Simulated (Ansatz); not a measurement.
# Lattice dynamics of LaSb (model cell, started as zinc blende), part 2 of 2

The cell of LaSb (model cell, started as zinc blende) is at rest. What are its phonons? After the zone centre comes a 4×4×4 q mesh on a 8×8×8 k mesh.

Ansatz 0.2.0; DFT PBEsol, scalar-relativistic, plane waves, PAW.

So far. Step 2 (Zone-centre response): Before it was imposed, the acoustic sum rule was missed by 2.3e-4 eV/Å² and the charge sum rule by 2.4e-4 e. Small misses are needed for a sound result but don't prove that mesh and cutoff are converged. The lowest optical mode is real, 139 cm⁻¹.

The structure was built from a prototype and need not be the compound's stable phase.

## Step 3: The dispersion

Stability and thermal properties need the whole zone. Linear response on a 4×4×4 q mesh gives force constants as far as a supercell of that size would, and the tensors from the zone-centre run are typed in so that the long-range dipole term is interpolated apart.

File input.yaml:

```yaml
crystal:
  lattice:
    - [0.0, 3.5898357277, 3.5898357277]
    - [3.5898357277, 0.0, 3.5898357277]
    - [3.5898357277, 3.5898357277, 0.0]
  atoms:
    - { symbol: La, position: [0.0, 0.0, 0.0] }
    - { symbol: Sb, position: [0.25, 0.25, 0.25] }
kpoints:
  mp_grid: { grid: [8, 8, 8] }
hamiltonian:
  xc: pbesol
scf:
  occupations: { method: fixed }
output:
  eigenvalues: true
phonons:
  method: dfpt
  qmesh: [4, 4, 4]
  temperatures: { t_max: 1000, t_step: 50 }
  qpath:
    path:
      - [[0.0, 0.0, 0.0], [-0.5, -0.5, 0.0], [-0.375, -0.375, 0.25]]
      - [[-0.375, 0.0, 0.375], [0.0, 0.0, 0.0], [0.0, 0.0, 0.5], [-0.5, -0.25, 0.25], [-0.5, -0.5, 0.0]]
    npoints: 10
  non_analytic_term:
    high_frequency_dielectric_tensor: [[8.6804, 0.0, 0.0], [0.0, 8.6804, 0.0], [0.0, 0.0, 8.6804]]
    born_effective_charges:
      - { species: La, tensor: [[3.0413, 0.0, 0.0], [0.0, 3.0413, 0.0], [0.0, 0.0, 3.0413]] }
      - { species: Sb, tensor: [[-3.0413, 0.0, 0.0], [0.0, -3.0413, 0.0], [0.0, 0.0, -3.0413]] }
    source: "zone-centre run at this cell"
```

On the command line:

```
$ ansatz run input.yaml --threads 4 --pin off --max-ram 7168MiB --backend cpu --events-out ev --progress --plain --runs-dir out
```

Numbers of over 12 decimals in the logs are rounded to 6 here.

Output:

```text
Warning: phonons: the dynamical matrix that this run interpolates holds no multipole term above the dipole-dipole one, and a site of this crystal is no centre of inversion, so its interpolated transverse optical and acoustic branches and sound speeds can stay off near Gamma, and the density of states and the thermodynamics with them. What a run solves at a wave vector of phonons.qpoints, Gamma apart, where the deck admits one, is free of this, and under fd what a larger phonons.supercell samples
[...]
Crystal: 2 atoms, lattice volume = 92.524 Å³
Basis set: ecut = 420 eV, 1807 PW (Γ), exchange–correlation on 72×72×72 points (8 copies of the dense FFT grid, shifted against one another)
Bands: 17, of which v1, the nominal top of the filled ones, is band 13 counted from 1 (12 counted from 0)
Symmetry: 24 space group operations
k-points: 29 of 512 (time reversal used)
[...]
SCF iter   1: F=—  HF=-12570.600941 eV  |F-HF|=—  |Δ(HF+E_count)|=         —  Δρ=2.94e-3  dr2=1.19e-2  ethr=1.77e-3  ⟨swp⟩=4.2  Hψ=1985  notcnv=0  defer=20
[...]
SCF iter   9: F=-12570.597047 eV  HF=-12570.597047 eV  |F-HF|=3.64e-12  |Δ(HF+E_count)|=  3.09e-11  Δρ=1.00e-7  dr2=5.63e-12  ethr=1.00e-12  ⟨swp⟩=7.7  Hψ=3119  notcnv=0
SCF 1 converged in 9 iterations: F = -12570.597047 eV  dr2 = 5.63e-12
[...]
NSCF: frozen V_eff on 29 k-points
[...]
DFPT response loops at q = (0, 0, 0) (fractional): preconditioner auto → none (the input reference at scf.mixing.eps_inf says where Resta's filter doesn't serve); β = 0.50; Broyden in place of MSR1
[...]
SCF converged after 9 iterations
Free energy (F): -12570.597047 eV
[...]
Internal energy: -12570.597047 eV  (E = F + TS)
E sigma→0 (E₀):  -12570.597047 eV
Fermi energy:    5.675741 eV
[...]
--- Band table (eV; the first three rows and the last of 29) ---
  k-point 0: bands = [... 9 lower, -2.2571, 4.6777, 4.6777, 4.6777, 7.2223, 7.8750, 7.8750, 7.8750]
  k-point 1: bands = [... 9 lower, -2.1844, 4.5342, 4.7326, 4.7326, 7.4110, 7.8425, 7.8425, 7.8671]
  k-point 2: bands = [... 9 lower, -2.0111, 4.3486, 4.8570, 4.8570, 7.6254, 7.7755, 7.7755, 7.8516]
  k-point 28: bands = [... 9 lower, -1.6045, 4.5696, 4.6653, 5.6757, 6.8835, 7.7531, 7.8099, 7.8655]
--- Phonons (Γ-DFPT): 2 representative perturbations + reference (Σ response iterations 6) ---
  ASR residual: 6.537e-5 → 0.000e0 eV/Å²; symmetrization residual: 5.984e-5 eV/Å²
  ASR residual per site (eV/Å²): 6.54e-5 2.81e-5
  Γ frequencies (cm⁻¹): 0.00 0.00 0.00 138.76 138.76 138.76
--- Phonons (arbitrary-q DFPT): 8 irreducible q on the 4×4×4 mesh ---
  q = [0.0000, 0.0000, 0.0000] (star 1, of the zone-centre solve; hermiticity 2.60e-5, symmetrization 1.81e-12): -0.00 0.00 0.00 138.76 138.76 138.76
  q = [0.0000, 0.0000, 0.2500] (star 8, 2 solved perturbations on 288 of 512 k-point pairs; hermiticity 1.95e-5, symmetrization 2.13e-12): 6.48 6.48 56.80 138.88 138.88 157.86
[...]
q = [0.0000, 0.2500, 0.2500] (star 6, 4 solved perturbations in 528 linear systems a pass and spin channel, the states on 164 of 512 k-point pairs; hermiticity 1.15e-5, symmetrization 7.13e-13): 17.14 17.14 62.83 136.74 136.74 155.91
[...]
sum rule: each row above includes the acoustic sum rule's correction from the zone centre's row sums; it moved no ω² by more than (0.36 cm⁻¹)²
  mesh force constants: q→R imaginary residual 2.17e-18; ASR residual 6.537e-5 → 0.000e0 eV/Å²; symmetrization residual 1.776e-15 eV/Å²
  interpolated dispersion: 63 rows × 6 modes
  density of states and harmonic sums: on the 16×16×16 q-mesh, interpolated from the force constants of a 4×4×4 supercell (with the dipole–dipole term of supplied tensors)
  largest difference from the sums on the solved wave vectors: F 2.61e-2 eV, S 2.82e-5 and C_V 2.25e-6 eV/K
  zero-point energy: 0.034119 eV/cell   skipped modes (ω ≤ 0): 22, of them read as no rigid motion or as one in doubt: 19 (7.031e-2 modes/cell left out, lowest -7.91 cm⁻¹)   left out of the sums: 1.18e-2 of the cell's modes: C_V's classical limit lies that fraction below 3 k_B per atom; for a crystal, a wire or a layer, F and S can be off by more, and a phonons.interpolated_qmesh denser along its periods is the remedy for the sampling
```

The job ended after 3.6 min (4 threads of Arm Neoverse V1, shared host; peak memory 2.2 GiB).

Numbers from this step:

```
sum-rule residual before enforcement                    : 6.54e-5 eV/Å²
lowest frequency on the path                            : -7.917 cm⁻¹
highest frequency on the path or at a solved wavevector : 167.3 cm⁻¹
lowest mode on the q mesh (acoustic modes at Γ apart)   : 6.48 cm⁻¹
```

Frequencies (cm⁻¹) solved at each irreducible wavevector; negative means imaginary. Frequencies by wavevector, by row:

```csv
q in reciprocal lattice units,star,mode 1,mode 2,mode 3,mode 4,mode 5,mode 6
0 0 0,1,0,0,0,138.8,138.8,138.8
0 0 0.25,8,6.5,6.5,56.8,138.9,138.9,157.9
0 0 -0.5,4,10.5,10.5,93.7,139.1,139.1,139.2
0 0.25 0.25,6,17.1,17.1,62.8,136.7,136.7,155.9
0 0.25 -0.5,24,21.7,38.5,94.9,133.9,136.6,138
0 0.25 -0.25,12,14.4,39.1,82,136.5,138.7,142.9
0 -0.5 -0.5,3,28.7,28.7,119,119.6,134.1,134.1
0.25 -0.5 -0.25,6,38,41.8,113,117,135.7,136.1
```

Interpolated from a 4×4×4 q mesh, with the LO-TO term (at Γ the limit along the path; where Γ stands inside the path, tables give the limit on arrival). Phonon branches along the path, in cm⁻¹:

```csv
point,branch 1,branch 2,branch 3,branch 4,branch 5,branch 6
Γ,0,0,0,139,139,167
X,29,29,119,120,134,134
U,22,45,109,124,135,136
jump to K,22,45,109,124,135,136
Γ,0,0,0,139,139,167
L,10,10,94,139,139,139
W,38,42,113,117,136,136
X,29,29,119,120,134,134
```

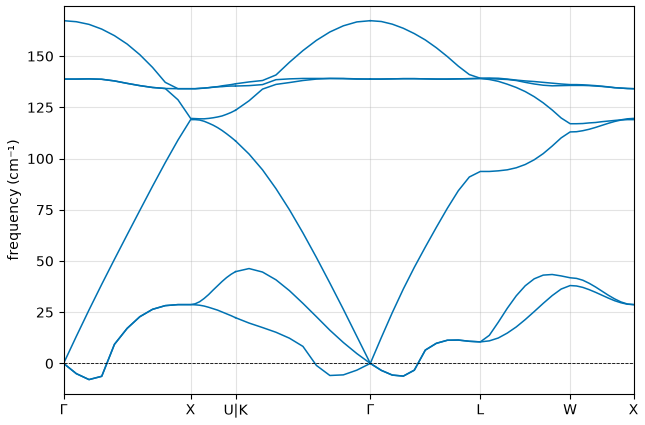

Phonon branches along the path.

The phonon density of states has structure finer than the step of the table below, so its rows give means over 20 cm⁻¹, whole bins alone (the curve runs from -9 to 167 cm⁻¹). Peaks (cm⁻¹: height): 27.0: 0.0687, 137.0: 0.430.

Tetrahedra on a 16×16×16 mesh, mean over bins of 2 cm-1. Interpolated from a 4×4×4 q mesh. The phonon density of states by wavenumber; means over each step:

| wavenumber (cm⁻¹) | phonon density of states (1/cm⁻¹/cell) |
| --- | --- |
| 20 | 0.0575 |
| 40 | 0.0372 |
| 60 | 0.00656 |
| 80 | 0.0146 |
| 100 | 0.0234 |
| 120 | 0.0131 |
| 140 | 0.128 |

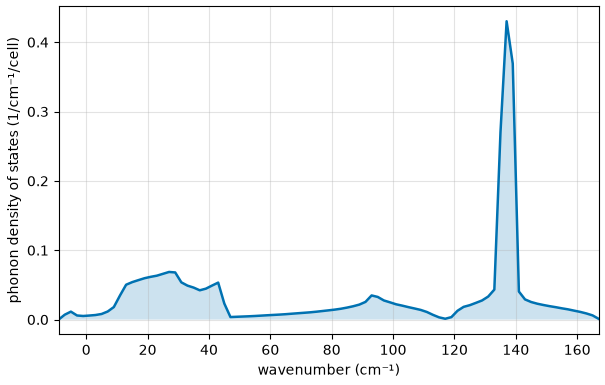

Phonon density of states, plotted against wavenumber.

The partial phonon density of states has structure finer than the step of the table below, so its rows give means over 10 cm⁻¹, whole bins alone (the curve runs from -17.2 to 181 cm⁻¹). Peaks (cm⁻¹: height): La 26.5: 0.0331, 137.6: 0.179; Sb 26.5: 0.0358, 137.6: 0.170.

Phonopy on the run's constants, 13x13x13 mesh, Gaussian sigma 2.0 cm-1. Interpolated from a 4×4×4 q mesh. Partial phonon density of states against wavenumber; means over each step; values in 1/cm⁻¹/cell:

| wavenumber (cm⁻¹) | La | Sb |
| --- | --- | --- |
| -10 | 0.00205 | 0.00187 |
| 0 | 0.00263 | 0.00245 |
| 10 | 0.0152 | 0.0151 |
| 20 | 0.0287 | 0.0302 |
| 30 | 0.0279 | 0.0304 |
| 40 | 0.0205 | 0.0232 |
| 50 | 0.00413 | 0.00433 |
| 60 | 0.00336 | 0.00308 |
| 70 | 0.00490 | 0.00454 |
| 80 | 0.00729 | 0.00677 |
| 90 | 0.0127 | 0.0117 |
| 100 | 0.0134 | 0.0112 |
| 110 | 0.00668 | 0.00456 |
| 120 | 0.00443 | 0.00637 |
| 130 | 0.0333 | 0.0335 |
| 140 | 0.0968 | 0.0931 |
| 150 | 0.00984 | 0.0106 |
| 160 | 0.00559 | 0.00616 |
| 170 | 5.9e-4 | 6.7e-4 |

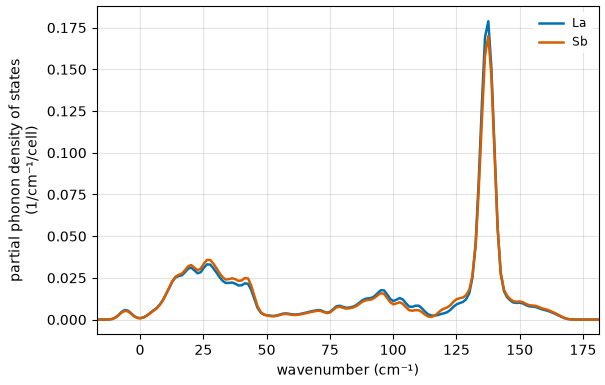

Partial phonon density of states against wavenumber.

Second derivatives of the energy by pair, one row for each kind of neighbour of each atom listed. Each entry sums the pair over the periodic images of the supercell that the q mesh stands for, and in a polar crystal it holds the long-range dipole part too. Force constants by pair, by row:

| atom | neighbour | distance (Å) | third of the trace (eV/Å²) | along the pair's line (eV/Å²) |
| --- | --- | --- | --- | --- |
| La1 | itself | 0 | 5.71 | – |
| La1 | Sb | 3.109 | -1.272 | -3.394 |
| La1 | La | 5.077 | -0.0437 | -0.3372 |
| La1 | Sb | 5.953 | -0.0217 | 0.1258 |
| La1 | La | 7.18 | -0.0187 | -0.0909 |
| Sb2 | itself | 0 | 4.916 | – |
| Sb2 | La | 3.109 | -1.272 | -3.394 |
| Sb2 | Sb | 5.077 | 0.0194 | -0.2904 |
| Sb2 | La | 5.953 | -0.0217 | 0.1258 |
| Sb2 | Sb | 7.18 | -0.0151 | -0.0705 |

Symmetry leaves 8 wavevectors to solve. The lowest mode among them, the acoustic zeros apart, lies at q = (0, 0, 0.25) and is real, 6.5 cm⁻¹. Between them the interpolated path dips to 8i cm⁻¹.

## Step 4: Another isotope

An isotope changes the mass and not the force constants, so no new electronic calculation is needed; the shifts show which modes move this element.

The same force constants with the mass of Sb changed from 121.760 to 122.904 u (phonopy, no LO-TO term). Both lists are sorted by frequency; levels can cross, so a row need not hold one and the same mode. Modes under 3 cm⁻¹ are left out. Isotope shifts, by row:

```
          q  rank  natural mass (cm⁻¹)  changed mass (cm⁻¹)
      0 0 0     4                138.8                138.4
      0 0 0     5                138.8                138.4
      0 0 0     6                138.8                138.4
   0 0 0.25     1                 6.48                 6.46
   0 0 0.25     2                 6.48                 6.46
   0 0 0.25     3                 56.8                56.67
   0 0 0.25     4                138.9                138.6
   0 0 0.25     5                138.9                138.6
   0 0 0.25     6                157.9                157.5
   0 0 -0.5     1                10.46                10.43
   0 0 -0.5     2                10.46                10.43
   0 0 -0.5     3                93.65                93.43
   0 0 -0.5     4                139.1                138.8
   0 0 -0.5     5                139.1                138.8
   0 0 -0.5     6                139.2                138.9
0 0.25 0.25     1                17.14                 17.1
0 0.25 0.25     2                17.14                 17.1
0 0.25 0.25     3                62.83                62.69
0 0.25 0.25     4                136.7                136.4
0 0.25 0.25     5                136.7                136.4
0 0.25 0.25     6                155.9                155.5
```

A mode of this element alone would shift by -0.47 %. The highest zone-centre frequency without the field goes from 138.8 to 138.4 cm⁻¹ (-0.2 %). The product of the frequency ratios over all optical modes at Γ is 0.993; the product rule, (m/m′)^(3k/2) (M′/M)^(3/2) with k = 1 such atoms and M the mass of the cell, gives 0.993.

## Step 5: What came out

| Property | Result |
| --- | --- |
| space group (within 0.01 Å) | F-43m |
| volume per atom | 46.3 Å³ |
| gap on the k-mesh | 1.21 eV |
| highest optical mode at the zone centre (no LO-TO term) | 139 cm⁻¹ |
| top of the zone-centre spectrum with the field | 167 cm⁻¹ |
| lowest optical zone-centre mode | 139 cm⁻¹ |
| mean high-frequency dielectric constant | 8.68 |
| mean static dielectric constant | 12.6 |
| largest Born charge (third of the trace) | 3.04 e |
| lowest mode on the q mesh (acoustic modes at Γ apart) | 6.5 cm⁻¹ |
| highest frequency on the path or at a solved wavevector | 167 cm⁻¹ |
| imaginary modes on the 4×4×4 q mesh | none |

No mode is imaginary at the 8 irreducible wavevectors solved, but between them the interpolated path dips to 7.9i cm⁻¹, so stability is not settled. Without the field, the optical modes at Γ form one degenerate level at 139 cm⁻¹. With the macroscopic field of the longitudinal modes the top of the zone-centre spectrum lies at 167 cm⁻¹, against 139 cm⁻¹ without it. Lattice motion raises the mean dielectric constant from 8.680 to 12.62. The strongest infrared line is at 139 cm⁻¹. Averaged over orientations, the strongest Raman line at 532 nm and 300 K is at 139 cm⁻¹, among the modes without the field; their longitudinal partners can be Raman active too. The tensors are the static, non-resonant ones, while 532 nm light (2.33 eV) lies above the computed gap. The program warns that the interpolation holds no quadrupole term, so branches close to Γ can be off in this crystal. Spin-orbit coupling is left out, which can matter for the heavy elements here. The starting cell was built on a prototype and not taken from a measurement, so the phase need not exist. These are harmonic frequencies at zero temperature: anharmonic shifts, linewidths and thermal expansion are left out.

[Logs are printed without paths, hosts, clocks, repeated set-up lines and the standing remarks that a program may print on its own settings, such as how far it seeks lower states.]

[Hosts, paths, dates, database ids (printed as entryN), source tags and the programs' standing remarks are cut or masked in the printed files.]
